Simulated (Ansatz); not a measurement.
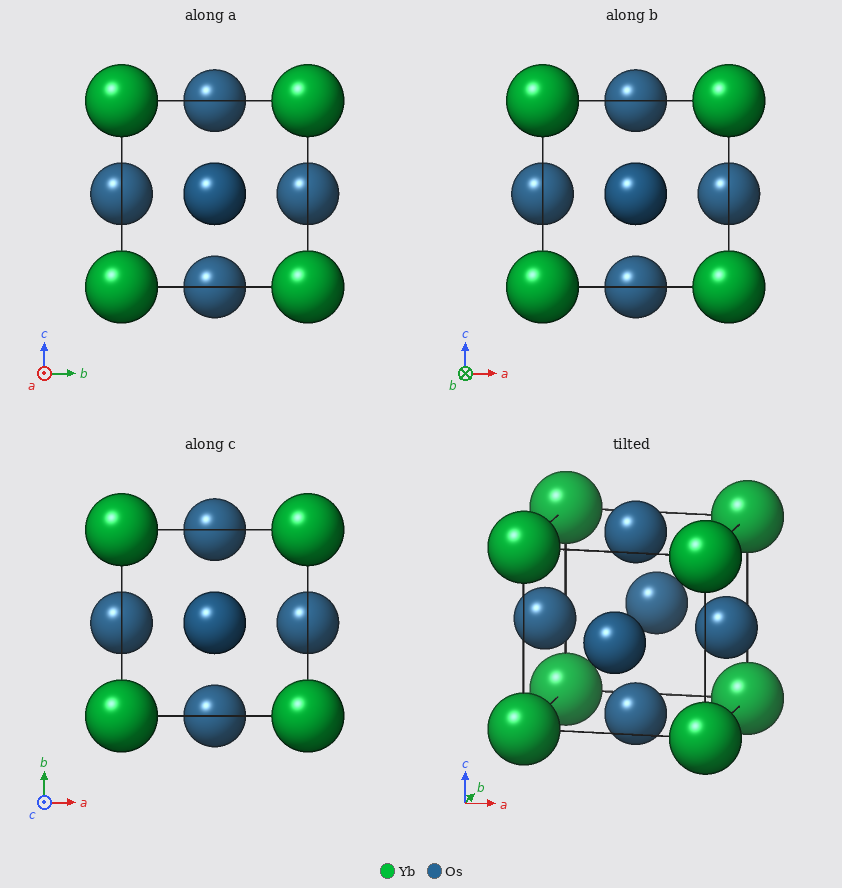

Crystal structure, spheres-only style, seen along the a axis, along the b axis, along the c axis and slightly off an axis. The lines enclose the conventional unit cell; boundary atoms appear with their images.

Lattice parameters: a = 3.9377 Å, b = 3.9377 Å, c = 3.9377 Å, α = 90.000°, β = 90.000°, γ = 90.000°.

Reconstruct the structure as a CIF with its space group and independent sites.

Answer.
```cif
data_structure
_symmetry_space_group_name_H-M 'P m -3 m'
_symmetry_Int_Tables_number 221
_cell_length_a 3.9377
_cell_length_b 3.9377
_cell_length_c 3.9377
_cell_angle_alpha 90.000
_cell_angle_beta 90.000
_cell_angle_gamma 90.000
_cell_volume 61.05
loop_
_atom_site_label
_atom_site_type_symbol
_atom_site_symmetry_multiplicity
_atom_site_Wyckoff_symbol
_atom_site_fract_x
_atom_site_fract_y
_atom_site_fract_z
_atom_site_occupancy
Yb1 Yb 1 a 0.0000 0.0000 0.0000 1
Os1 Os 3 c 0.0000 0.5000 0.5000 1
```

The structure was taken from a structure type filled with these elements by a generator (whether the compound takes this form wasn't checked). The cell was then strained or its atoms displaced on purpose. It was run through Ansatz as a DFT input.

At this level of theory the run's own cell isn't at rest (compressed, at 15 GPa), so its distances can differ from those at equilibrium, the more so the softer the solid.
